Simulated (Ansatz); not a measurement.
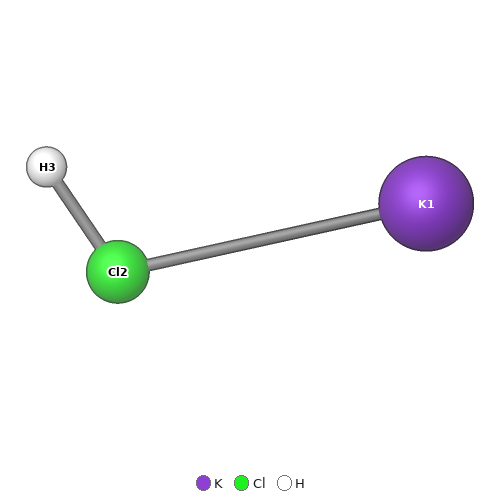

The system is ClHK, charge +1; the picture shows the reference structure. The turn is about an axis along (0.88, 0.47, 0.00) in the frame of the relaxed pair, normal to the line between the partners. First axis: distance Cl2···K1. Second axis: turn of K1 about Cl2. The scan uses a 15 × 15 grid. Energies: kJ/mol, counted from the lowest grid point. The calculation used RHF-MP2, frozen core/def2-TZVPD (Ansatz 0.2.0).

Its coordinates:

```yaml
atoms:
  - { symbol: K, position_ang: [0.0314, -0.0587, -2.3255] }
  - { symbol: Cl, position_ang: [0.2473, -0.4619, 0.8455] }
  - { symbol: H, position_ang: [-0.2787, 0.5204, 1.4800] }
```

Range: distance Cl2···K1 from 2.691 to 5.291 Å; turn of K1 about Cl2 from −60.0 to 60.0°.

> Predict the map.

The lowest grid point is at distance Cl2···K1 = 3.141 Å, turn of K1 about Cl2 = 0.0°. No other kind of well shows on this grid. The highest grid point, distance Cl2···K1 = 2.691 Å, turn of K1 about Cl2 = 60.0°, lies 83.5 kJ/mol above the lowest. Round the minimum the two coordinates are nearly uncoupled.

```tsv
turn of K1 about Cl2 ↓, distance Cl2···K1 →	2.691	2.756	2.862	2.992	3.141	3.306	3.485	3.676	3.879	4.092	4.314	4.546	4.786	5.035	5.291
60.0	83.5	71.4	56.9	45.6	38.1	33.9	32.1	31.7	31.9	32.4	32.8	33.1	33.3	33.4	33.4
51.4	63.0	52.9	41.2	32.3	26.9	24.4	23.9	24.5	25.6	26.8	27.9	28.8	29.5	30.1	30.5
42.9	49.0	40.0	29.7	22.2	18.0	16.5	16.9	18.3	20.1	21.9	23.6	25.0	26.1	27.0	27.8
34.3	39.4	31.0	21.3	14.6	11.1	10.3	11.3	13.3	15.6	17.9	19.9	21.7	23.2	24.4	25.4
25.7	32.8	24.6	15.4	9.0	6.0	5.6	7.0	9.4	12.1	14.7	17.0	19.1	20.8	22.3	23.4
17.1	28.4	20.4	11.4	5.3	2.5	2.5	4.1	6.7	9.6	12.4	15.0	17.2	19.1	20.6	22.0
8.6	25.7	17.8	9.1	3.2	0.6	0.7	2.5	5.2	8.2	11.1	13.7	15.9	17.9	19.5	20.9
0.0	24.2	16.5	8.0	2.4	0.0	0.2	2.0	4.7	7.7	10.5	13.1	15.3	17.2	18.9	20.3
−8.6	23.6	16.2	8.1	2.7	0.5	0.7	2.5	5.1	7.9	10.6	13.1	15.2	17.1	18.6	20.0
−17.1	23.7	16.7	8.9	3.8	1.7	1.9	3.6	6.1	8.7	11.2	13.5	15.5	17.2	18.7	20.0
−25.7	24.2	17.6	10.2	5.4	3.4	3.6	5.2	7.4	9.9	12.2	14.3	16.1	17.7	19.0	20.2
−34.3	25.0	18.7	11.8	7.2	5.4	5.5	7.0	9.0	11.2	13.3	15.2	16.8	18.2	19.5	20.5
−42.9	25.7	19.8	13.2	9.0	7.2	7.3	8.6	10.5	12.5	14.4	16.1	17.6	18.8	19.9	20.9
−51.4	26.4	20.7	14.4	10.4	8.7	8.8	10.0	11.8	13.6	15.3	16.9	18.2	19.3	20.3	21.2
−60.0	26.8	21.2	15.2	11.3	9.7	9.8	10.9	12.6	14.3	15.9	17.4	18.6	19.7	20.6	21.4
```

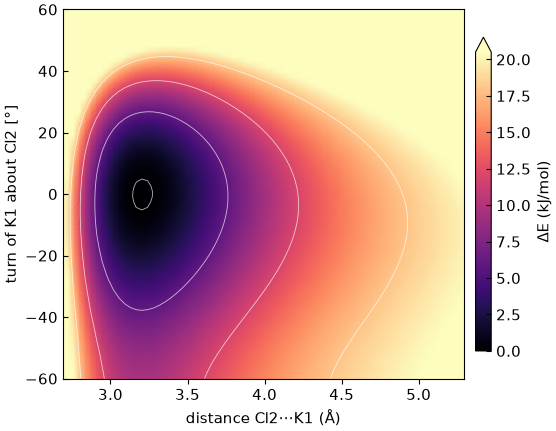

In the figure: a smooth colour map with a few white contour lines, one colour for all values above the top of the scale. Between grid points the surface is interpolated.

Time for the 225 points that were run: 7 min on 1 thread of Arm Neoverse V1 (shared host).
